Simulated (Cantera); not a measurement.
Feed: 1 mol SiCl4, a varied amount of Cl2, 1.9 mol H2, at 698.15 K and 0.100 bar.

Equilibrium computed with Cantera from the NASA thermochemical tables; the gas is ideal and each condensed phase is pure. Candidate condensed phases: Si; 19 gas species. Equilibrium is a limit: real reactors are often held back by kinetics, nucleation or transport.

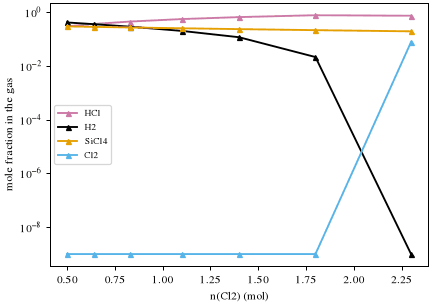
Fig. 1. Equilibrium gas composition (values under 1e-9 drawn at 1e-9)

From 0.5 mol Cl2 to 2.3 mol Cl2 nothing is condensed. The main Si-bearing gas is SiCl4 throughout.
